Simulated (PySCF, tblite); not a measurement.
**C4H12O2SSi: geometry, infrared bands and NMR shifts**

Wanted: the infrared bands and NMR shifts of C4H12O2SSi (`CO[Si@H](C)OCCS`), by calculation.

Programs: tblite 0.8.0 and PySCF 2.14.0, with density-fitted response routines of our own. Each step states its level of theory. These are calculated values for one molecule in the gas phase, unless marked as measured. Atoms are numbered from 0 throughout.

**1. Starting geometry**

20 atoms, charge 0, multiplicity 1; geometry from: force field or distance geometry start.

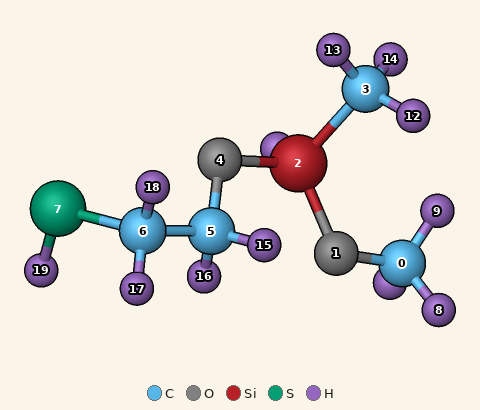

As it starts; carbon blue, oxygen grey, silicon red, sulfur teal, hydrogen purple, atoms numbered; sticks join atoms by distance.

**2. Geometry optimisation with GFN2-xTB**

What the job is given:

```
{"job": {"kind": "relax", "xc": "GFN2-xTB", "basis": "xTB"}, "charge": 0, "multiplicity": 1}
C     -2.348700     1.286800     0.924000
O     -1.058400     0.892800     0.696000
Si    -0.820100    -0.015900    -0.724100
C     -1.809200    -1.592400    -0.739500
O      0.825100    -0.506200    -0.793400
C      1.461900    -0.024300     0.331400
C      2.916400    -0.430800     0.312100
S      3.692500     0.265300    -1.159200
H     -2.538400     1.405000     2.026800
H     -3.103300     0.590300     0.512800
H     -2.564500     2.285300     0.474600
H     -1.181800     0.856100    -1.857300
H     -2.161000    -1.862800     0.306900
H     -1.135400    -2.446200    -1.056300
H     -2.673200    -1.441500    -1.380700
H      0.958700    -0.428200     1.228600
H      1.378200     1.089000     0.382000
H      3.407800    -0.029600     1.221600
H      2.981300    -1.557800     0.325700
H      3.767000     1.675800    -1.035200
```

Launch:

```
$ OMP_NUM_THREADS=1 python probes_run.py task.json out
```

The driver reads the jobs from task.json and runs them one after another.

The log of the run:

```text
step      E/eV     max force
  0    -757.36190    2.741
  1    -757.71785    1.468
  2    -757.85162    0.954
  3    -757.93914    0.883
  4    -758.03104    0.595
  5    -758.07979    0.548
  6    -758.13605    0.525
  7    -758.16829    0.487
  8    -758.19320    0.290
  9    -758.20847    0.298
 10    -758.22451    0.297
 11    -758.23997    0.346
 12    -758.25221    0.264
 13    -758.26086    0.193
 14    -758.26903    0.214
 15    -758.27792    0.291
 16    -758.28553    0.275
 17    -758.29098    0.236
 18    -758.29563    0.203
 19    -758.30094    0.195
 20    -758.30681    0.266
 21    -758.31161    0.206
 22    -758.31461    0.155
 23    -758.31691    0.147
 24    -758.31932    0.140
 25    -758.32129    0.122
 26    -758.32261    0.105
 27    -758.32376    0.101
 28    -758.32543    0.130
 29    -758.32786    0.190
 30    -758.33038    0.164
 31    -758.33194    0.074
 32    -758.33292    0.064
 33    -758.33402    0.097
 34    -758.33543    0.132
 35    -758.33692    0.105
 36    -758.33828    0.082
 37    -758.33967    0.075
 38    -758.34147    0.130
 39    -758.34393    0.158
 40    -758.34640    0.118
 41    -758.34842    0.113
 42    -758.35060    0.114
 43    -758.35279    0.122
 44    -758.35446    0.134
 45    -758.35604    0.096
 46    -758.35768    0.088
 47    -758.36043    0.158
 48    -758.36263    0.176
 49    -758.36537    0.121
 50    -758.36732    0.110
 51    -758.36931    0.113
 52    -758.37176    0.150
 53    -758.37398    0.161
 54    -758.37596    0.142
 55    -758.37752    0.099
 56    -758.37874    0.078
 57    -758.37968    0.082
 58    -758.38127    0.106
 59    -758.38256    0.104
 60    -758.38393    0.078
 61    -758.38537    0.080
 62    -758.38695    0.087
 63    -758.38849    0.106
 64    -758.38983    0.106
 65    -758.39092    0.088
 66    -758.39200    0.074
 67    -758.39322    0.092
 68    -758.39442    0.090
 69    -758.39522    0.058
 70    -758.39581    0.066
 71    -758.39627    0.055
 72    -758.39692    0.047
 73    -758.39725    0.032
 74    -758.39757    0.035
 75    -758.39780    0.034
 76    -758.39814    0.040
 77    -758.39853    0.043
 78    -758.39895    0.043
 79    -758.39939    0.044
 80    -758.39995    0.058
 81    -758.40079    0.073
 82    -758.40196    0.072
 83    -758.40332    0.076
 84    -758.40479    0.094
 85    -758.40630    0.081
 86    -758.40779    0.086
 87    -758.40900    0.116
 88    -758.41001    0.056
 89    -758.41062    0.049
 90    -758.41107    0.050
 91    -758.41161    0.047
 92    -758.41235    0.064
 93    -758.41331    0.072
 94    -758.41449    0.075
 95    -758.41546    0.053
 96    -758.41605    0.050
 97    -758.41644    0.045
 98    -758.41681    0.042
 99    -758.41728    0.054
100    -758.41777    0.054
101    -758.41818    0.075
102    -758.41875    0.068
103    -758.41961    0.052
104    -758.42067    0.073
105    -758.42177    0.072
106    -758.42263    0.053
107    -758.42320    0.039
108    -758.42358    0.049
109    -758.42406    0.050
110    -758.42470    0.057
111    -758.42543    0.052
112    -758.42614    0.062
113    -758.42681    0.065
114    -758.42732    0.051
115    -758.42780    0.043
116    -758.42807    0.030
117    -758.42824    0.025
118    -758.42837    0.026
119    -758.42854    0.030
120    -758.42876    0.039
121    -758.42908    0.045
122    -758.42950    0.050
123    -758.42993    0.041
124    -758.43027    0.039
125    -758.43048    0.029
126    -758.43064    0.028
127    -758.43078    0.024
128    -758.43090    0.023
129    -758.43100    0.023
130    -758.43108    0.019
131    -758.43116    0.016
132    -758.43125    0.025
133    -758.43135    0.028
134    -758.43143    0.022
135    -758.43148    0.016
136    -758.43153    0.014
137    -758.43157    0.015
138    -758.43161    0.016
139    -758.43166    0.021
140    -758.43173    0.025
141    -758.43183    0.027
142    -758.43197    0.033
143    -758.43215    0.032
144    -758.43232    0.028
145    -758.43247    0.033
146    -758.43264    0.035
147    -758.43287    0.036
148    -758.43319    0.041
149    -758.43359    0.047
150    -758.43404    0.059
151    -758.43453    0.084
152    -758.43511    0.083
153    -758.43597    0.062
154    -758.43653    0.060
155    -758.43699    0.063
156    -758.43745    0.050
157    -758.43797    0.042
158    -758.43837    0.086
159    -758.43880    0.072
160    -758.43917    0.052
161    -758.43956    0.047
162    -758.43975    0.032
163    -758.43995    0.032
164    -758.44008    0.018
165    -758.44018    0.021
166    -758.44033    0.022
167    -758.44046    0.035
168    -758.44056    0.032
169    -758.44066    0.021
170    -758.44080    0.021
171    -758.44090    0.029
172    -758.44106    0.035
173    -758.44115    0.034
174    -758.44128    0.021
175    -758.44141    0.034
176    -758.44151    0.028
177    -758.44162    0.024
178    -758.44170    0.022
179    -758.44185    0.023
180    -758.44205    0.032
181    -758.44151    0.109
182    -758.44224    0.031
183    -758.44237    0.029
184    -758.44088    0.202
185    -758.44269    0.029
186    -758.44291    0.026
187    -758.43933    0.256
188    -758.44328    0.031
189    -758.44357    0.030
190    -758.44138    0.210
191    -758.44411    0.029
192    -758.44450    0.023
193    -758.44202    0.222
194    -758.44512    0.025
195    -758.44555    0.031
196    -758.44378    0.233
197    -758.44641    0.036
198    -758.44695    0.047
199    -758.44560    0.243
200    -758.44822    0.064
201    -758.44893    0.066
202    -758.44916    0.268
203    -758.45116    0.052
204    -758.45220    0.064
205    -758.45330    0.236
206    -758.45544    0.058
207    -758.45684    0.056
208    -758.45712    0.255
209    -758.45943    0.066
210    -758.46056    0.052
211    -758.45943    0.261
212    -758.46230    0.046
213    -758.46313    0.042
214    -758.46216    0.236
215    -758.46483    0.047
216    -758.46559    0.050
217    -758.46296    0.262
218    -758.46713    0.050
219    -758.46785    0.052
220    -758.46736    0.208
221    -758.46943    0.056
222    -758.46999    0.058
223    -758.47117    0.120
224    -758.47210    0.058
225    -758.47284    0.048
226    -758.47392    0.055
227    -758.47443    0.071
228    -758.47493    0.043
229    -758.47532    0.045
230    -758.47560    0.036
231    -758.47585    0.044
232    -758.47614    0.037
233    -758.47652    0.031
234    -758.47680    0.055
235    -758.47715    0.059
236    -758.47752    0.069
237    -758.47788    0.052
238    -758.47835    0.056
239    -758.47882    0.047
240    -758.47964    0.053
241    -758.48023    0.047
242    -758.48110    0.048
243    -758.48179    0.052
244    -758.48229    0.049
245    -758.48256    0.068
246    -758.48291    0.051
247    -758.48328    0.044
248    -758.48366    0.040
249    -758.48404    0.045
250    -758.48447    0.046
251    -758.48493    0.056
252    -758.48545    0.076
253    -758.48603    0.080
254    -758.48672    0.065
255    -758.48744    0.041
256    -758.48805    0.037
257    -758.48845    0.038
258    -758.48871    0.028
259    -758.48892    0.038
260    -758.48913    0.025
261    -758.48928    0.027
262    -758.48939    0.020
263    -758.48947    0.020
264    -758.48956    0.019
265    -758.48965    0.024
266    -758.48975    0.029
267    -758.48987    0.031
268    -758.49000    0.023
269    -758.49011    0.017
270    -758.49019    0.021
271    -758.49026    0.019
272    -758.49034    0.020
273    -758.49043    0.017
274    -758.49049    0.014
275    -758.49055    0.016
276    -758.49061    0.019
277    -758.49070    0.020
278    -758.49083    0.022
279    -758.49094    0.023
280    -758.49103    0.026
281    -758.49113    0.037
282    -758.49122    0.032
283    -758.49138    0.023
284    -758.49157    0.030
285    -758.49177    0.036
286    -758.49198    0.041
287    -758.49222    0.033
288    -758.49248    0.025
289    -758.49266    0.039
290    -758.49277    0.025
291    -758.49287    0.027
292    -758.49301    0.027
293    -758.49311    0.022
294    -758.49320    0.016
295    -758.49325    0.014
296    -758.49327    0.009
```

It took 4.6 s on 1 thread of Arm Neoverse N1, shared host; peak memory 0.18 GiB.

Step by step: (not every step is listed)

```csv
step,energy from step 0 (eV),largest force (eV/Å)
0,0.0000,2.7412
1,-0.3560,1.4677
2,-0.4897,0.9542
3,-0.5772,0.8830
4,-0.6691,0.5946
5,-0.7179,0.5478
6,-0.7741,0.5250
7,-0.8064,0.4868
8,-0.8313,0.2901
36,-0.9764,0.0816
64,-1.0279,0.1064
92,-1.0504,0.0637
120,-1.0669,0.0391
148,-1.0713,0.0406
176,-1.0796,0.0275
204,-1.0903,0.0639
232,-1.1142,0.0370
260,-1.1272,0.0251
288,-1.1306,0.0253
291,-1.1310,0.0272
292,-1.1311,0.0273
293,-1.1312,0.0223
294,-1.1313,0.0164
295,-1.1313,0.0138
296,-1.1314,0.0091
```

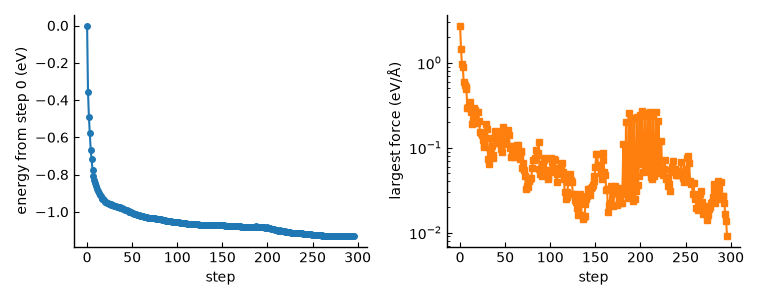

Energy and force, step by step.

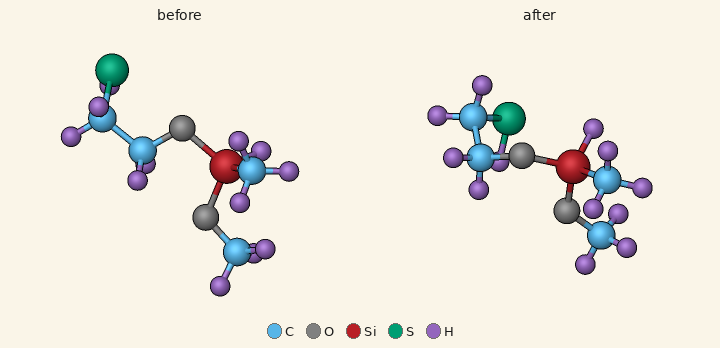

The geometry before (left) and after (right).

Distances of close pairs at the start and the end, largest changes first:

```csv
bond,before (Å),after (Å),change (Å)
Si2–O4,1.718,1.623,-0.095
S7–H19,1.418,1.332,-0.086
O1–Si2,1.703,1.633,-0.069
C3–H12,1.137,1.086,-0.050
C3–H13,1.133,1.084,-0.049
C6–H18,1.129,1.089,-0.040
C0–H8,1.125,1.091,-0.034
Si2–C3,1.861,1.891,+0.030
```

The next job starts from the end point, and lists it.

**3. Harmonic vibrations with GFN2-xTB**

What the job is given:

```
{"job": {"kind": "ir", "xc": "GFN2-xTB", "basis": "xTB"}, "charge": 0, "multiplicity": 1}
C     -2.067718     1.665445     0.274266
O     -0.983438     0.800089     0.436549
Si    -0.595260    -0.492192    -0.483863
C     -1.917475    -1.844558    -0.478138
O      0.682985    -1.164635     0.256347
C      1.749890    -0.531262     0.886454
C      2.774958     0.031209    -0.088417
S      2.201211     1.523392    -0.962601
H     -2.078058     2.354530     1.119898
H     -3.008634     1.111765     0.248969
H     -1.970180     2.233229    -0.653411
H     -0.302380    -0.053302    -1.850427
H     -2.171221    -2.155654     0.531099
H     -1.589244    -2.724300    -1.019058
H     -2.825435    -1.488250    -0.954672
H      2.244421    -1.288500     1.507723
H      1.377948     0.269448     1.537587
H      3.696615     0.283607     0.436610
H      2.986461    -0.697111    -0.869711
H      1.789405     2.177728     0.121758
```

The log of the run:

```text
mode    cm-1     km/mol
  1      30.7      1.13
  2      58.9      9.00
  3      71.7      3.82
  4      85.4      1.23
  5      87.6      0.57
  6      96.8      1.86
  7     124.6      1.05
  8     153.4      2.36
  9     167.5     48.44
 10     242.4      7.48
 11     262.1     13.24
 12     288.1     19.19
 13     349.9     21.74
 14     461.5     12.25
 15     660.5     24.68
 16     683.9     22.04
 17     690.0     48.63
 18     736.4    116.32
 19     744.4     25.34
 20     795.6     42.58
 21     803.4     76.95
 22     838.3    185.79
 23     857.1    126.69
 24     899.8     64.97
 25     988.8     17.61
 26    1061.4     23.41
 27    1121.1    176.12
 28    1136.2      0.93
 29    1141.2    103.47
 30    1154.1     76.98
 31    1179.1    115.53
 32    1229.0     12.63
 33    1267.8     13.72
 34    1338.0      9.61
 35    1380.8     17.36
 36    1416.6      0.39
 37    1423.8      2.35
 38    1465.9      0.99
 39    1480.4      3.27
 40    1486.0      1.58
 41    1489.4      2.34
 42    1497.7      0.31
 43    2234.7    242.34
 44    2431.9    120.01
 45    2898.4     39.68
 46    2913.4     36.87
 47    2953.9     38.40
 48    2965.4     37.08
 49    2977.8     17.72
 50    2986.0     28.21
 51    3020.1      6.83
 52    3037.8     24.73
 53    3046.8     40.01
 54    3069.5     19.70
```

It took 1.5 s on 1 thread of Arm Neoverse N1, shared host; peak memory 0.18 GiB.

Which atoms move in the most intense modes:

```csv
cm⁻¹,km/mol,atoms
736,116.3,H11 68 %
838,185.8,"H13 26 %, H12 20 %, Si2 17 %, C3 14 %"
857,126.7,"H14 28 %, Si2 15 %, C3 12 %"
1121,176.1,"C5 24 %, O4 23 %, H18 17 %, H17 17 %"
1141,103.5,"O1 36 %, C0 32 %, H8 11 %"
1179,115.5,"C5 27 %, O4 23 %, H18 17 %, H17 15 %"
2235,242.3,H11 97 %
2432,120.0,H19 97 %
```

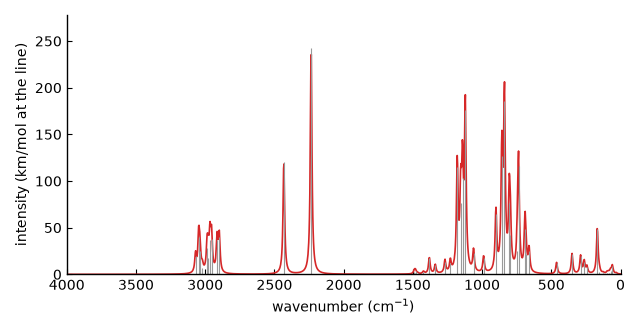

The infrared spectrum from these modes, unscaled. Lines are broadened to a width of 14 cm⁻¹ (Lorentzian).

**4. Shielding tensors: PBE0/pcSseg-1**

Same as in step 3 but for these lines:

```diff
@@ -1,2 +1,2 @@
-{"job": {"kind": "ir", "xc": "GFN2-xTB", "basis": "xTB"}, "charge": 0, "multiplicity": 1}
+{"job": {"kind": "nmr", "xc": "PBE0", "basis": "pcSseg-1"}, "charge": 0, "multiplicity": 1}
 C     -2.067718     1.665445     0.274266
```

Method: GIAO PBE0/pcSseg-1 NMR shielding, non-relativistic, gas phase.

The log of the run:

```text
coarse grid: 17208 points
cycle   1  E = -996.9455226449  dE =  8.924e-01  |g| = 9.089e-01  |ddm| = 3.885e+00
cycle   2  E = -996.7710699711  dE =  1.745e-01  |g| = 1.338e+00  |ddm| = 1.861e+00
cycle   3  E = -997.0971254340  dE = -3.261e-01  |g| = 1.113e-01  |ddm| = 1.264e+00
cycle   4  E = -997.0993903867  dE = -2.265e-03  |g| = 4.290e-02  |ddm| = 1.191e-01
cycle   5  E = -997.0998275192  dE = -4.371e-04  |g| = 6.970e-03  |ddm| = 3.844e-02
cycle   6  E = -997.0998391057  dE = -1.159e-05  |g| = 2.097e-03  |ddm| = 9.357e-03
cycle   7  E = -997.0998400339  dE = -9.282e-07  |g| = 3.629e-04  |ddm| = 2.503e-03
final grid: 155384 points
cycle   8  E = -997.1702211964  dE = -3.290e-05  |g| = 1.327e-02  |ddm| = 2.739e-02
cycle   9  E = -997.1701895143  dE =  3.168e-05  |g| = 1.862e-02  |ddm| = 1.967e-02
cycle  10  E = -997.1702550529  dE = -6.554e-05  |g| = 1.415e-03  |ddm| = 1.236e-02
cycle  11  E = -997.1702554731  dE = -4.202e-07  |g| = 1.837e-04  |ddm| = 1.398e-03
cycle  12  E = -997.1702554805  dE = -7.396e-09  |g| = 6.455e-05  |ddm| = 2.448e-04
cycle  13  E = -997.1702554815  dE = -9.286e-10  |g| = 2.399e-05  |ddm| = 8.228e-05
converged SCF energy = -997.1702554815

GIAO shielding tensors (ppm)
atom      isotropic    diamagn.    paramagn.     s11        s22        s33       span
  0 C      135.895     241.455    -105.560    109.892    112.284    185.510     75.618
  1 O      320.920     403.562     -82.643    274.362    334.926    353.471     79.110
  2 Si     369.110     883.139    -514.029    323.992    389.678    393.660     69.668
  3 C      188.162     256.748     -68.586    179.496    185.722    199.268     19.771
  4 O      283.286     399.807    -116.521    251.294    273.277    325.287     73.993
  5 C      117.046     243.368    -126.323     93.596    115.654    141.887     48.292
  6 C      150.328     250.544    -100.216    134.035    148.218    168.731     34.697
  7 S      584.675    1057.230    -472.555    419.221    514.910    819.895    400.674
  8 H       27.839      28.387      -0.547     23.442     25.397     34.679     11.237
  9 H       28.111      28.799      -0.687     23.073     26.631     34.630     11.557
 10 H       27.949      28.943      -0.993     23.499     25.832     34.517     11.019
 11 H       25.872      32.031      -6.159     21.256     26.385     29.974      8.718
 12 H       31.761      32.082      -0.321     27.660     29.109     38.512     10.852
 13 H       31.636      31.108       0.529     27.329     29.274     38.305     10.976
 14 H       31.895      30.964       0.930     27.429     29.818     38.437     11.009
 15 H       27.395      29.272      -1.878     21.580     27.453     33.151     11.571
 16 H       27.798      31.998      -4.200     24.181     27.466     31.746      7.565
 17 H       28.681      28.570       0.111     21.506     28.051     36.487     14.981
 18 H       29.291      30.189      -0.897     25.138     27.170     35.566     10.427
 19 H       30.457      31.780      -1.323     25.183     27.692     38.496     13.313
```

Run time: 72 s. Hardware: 1 thread of Arm Neoverse N1, shared host; peak memory 0.93 GiB.

Shifts follow as δ = σ(reference) − σ, with reference shieldings (ppm) from runs at the same level and on the same kind of geometry: 1H TMS 31.72, 13C TMS 186.9, 29Si TMS 349.2, 17O H2O 336.1, 33S CS2 504. The references are single molecules in the gas phase, so shifts against H2O, NH3, PH3, H3PO4 or CFCl3 are not on the usual liquid scales and can be off by tens of ppm. Atoms listed in one row are averaged.

```csv
atoms,environment,σ (ppm),δ (ppm),δ scaled to CDCl3
C5,sp3 CH2 bonded to O,117.0,69.9,66.3
C0,methyl carbon bonded to O,135.9,51.0,47.9
C6,sp3 CH2 bonded to S,150.3,36.6,29.4
C3,methyl carbon bonded to Si,188.2,-1.2,-3.1
H11,"hydrogen on a silicon bonded to C, 2 O",25.87,5.85,–
H15,hydrogen on an sp3 CH2 bonded to O,27.39,4.32,4.18
H16,hydrogen on an sp3 CH2 bonded to O,27.80,3.92,3.80
"H8, H9, H10",hydrogen on a methyl carbon bonded to O,27.97,3.75,3.64
H17,hydrogen on an sp3 CH2 bonded to S,28.68,3.04,2.97
H18,hydrogen on an sp3 CH2 bonded to S,29.29,2.43,2.39
H19,hydrogen on a thiol sulfur,30.46,1.26,–
"H12, H13, H14",hydrogen on a methyl carbon bonded to Si,31.76,-0.05,0.06
O4,"oxygen bonded to C, Si",283.3,52.8,–
O1,"oxygen bonded to C, Si",320.9,15.2,–
Si2,"silicon bonded to C, 2 O, H",369.1,-20.0,–
S7,thiol sulfur,585,-81,–
```

The scaled column applies a straight-line fit of computed shieldings to shifts measured in CDCl3, with any fitted terms for Cl, Br or S neighbours (root-mean-square error 0.16 ppm for H, 1.9 ppm for C).

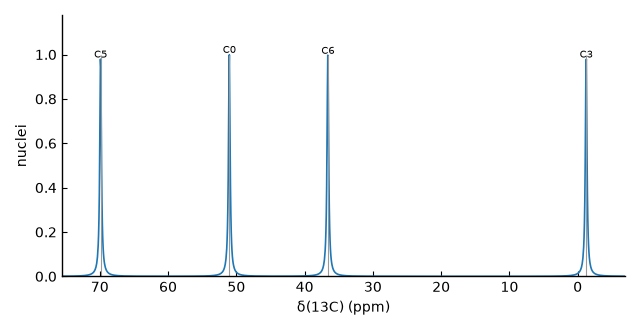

13C lines at the computed shifts, without couplings. Lines are broadened to a width of 0.28 ppm (Lorentzian).

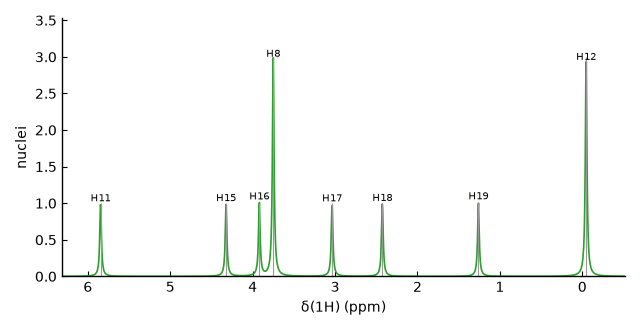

1H lines at the computed shifts, without couplings. Lines are broadened to a width of 0.02 ppm (Lorentzian).

The run also stored atomic charges by several schemes (e):

```csv
atoms,Mulliken,IAO,Hirshfeld,ESP fit
C0,-0.01,-0.19,-0.03,-0.23
O1,-0.66,-0.65,-0.23,-0.38
Si2,1.08,1.32,0.44,1.05
C3,-0.65,-0.76,-0.22,-0.90
O4,-0.63,-0.64,-0.22,-0.54
C5,0.10,-0.04,0.01,0.18
C6,-0.35,-0.35,-0.07,-0.15
S7,-0.15,-0.06,-0.04,-0.33
```

Mulliken charges:

C0 -0.01; O1 -0.66; Si2 1.08; C3 -0.65; O4 -0.63; C5 0.10; C6 -0.35; S7 -0.15; H8 0.11; H9 0.10; H10 0.10; H11 -0.13; H12 0.14; H13 0.14; H14 0.13; H15 0.12; H16 0.11; H17 0.15; H18 0.16; H19 0.14

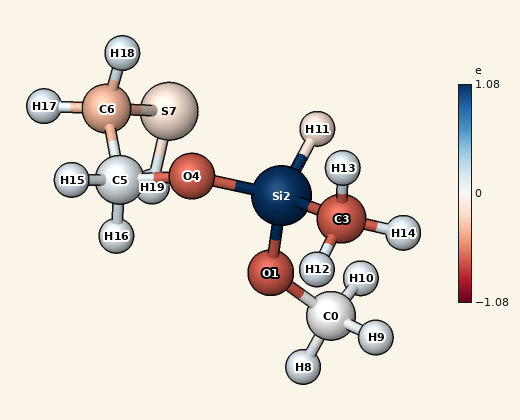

Mulliken charges, as colours on the atoms.

Mayer bond orders: C0–O1 0.91, O1–Si2 0.93, Si2–C3 0.92, Si2–O4 0.98, O4–C5 0.90, C5–C6 1.02, C6–S7 1.02.

**5. Summary of results**

| quantity | value |
| --- | --- |
| strongest single infrared mode (GFN2-xTB) | 2235 cm⁻¹, 242 km/mol |
| zero-point energy (GFN2-xTB) | 97.2 kcal/mol |
| 13C shifts against TMS (PBE0/pcSseg-1) | 69.9, 51.0, 36.6, -1.2 ppm |
| 1H shifts against TMS (PBE0/pcSseg-1, means over atoms taken as alike) | 5.85, 4.32, 3.92, 3.75, 3.04, 2.43, 1.26, -0.05 ppm |
| 17O shifts against H2O (PBE0/pcSseg-1) | 52.8, 15.2 ppm |
| 29Si shifts against TMS (PBE0/pcSseg-1) | -20.0 ppm |
| 33S shifts against CS2 (PBE0/pcSseg-1) | -81 ppm |

What this shows: Over 296 steps the energy fell by 1.131 eV; of the close pairs, Si2–O4 changed most, 1.718 to 1.623 Å. All 54 modes are real, so the xTB geometry is a minimum. The strongest single mode, at 2235 cm⁻¹, moves mainly H11. GFN2-xTB is a fitted tight-binding method: band positions and strengths are rough. Its intensities can rank the bands wrongly. C5 (sp3 CH2 bonded to O) lies farthest downfield among carbon, at 69.9 ppm; pulled downfield by the heteroatom. At PBE0/pcSseg-1: The widest tensor belongs to S7: span 401 ppm, with a paramagnetic part of -473 ppm.
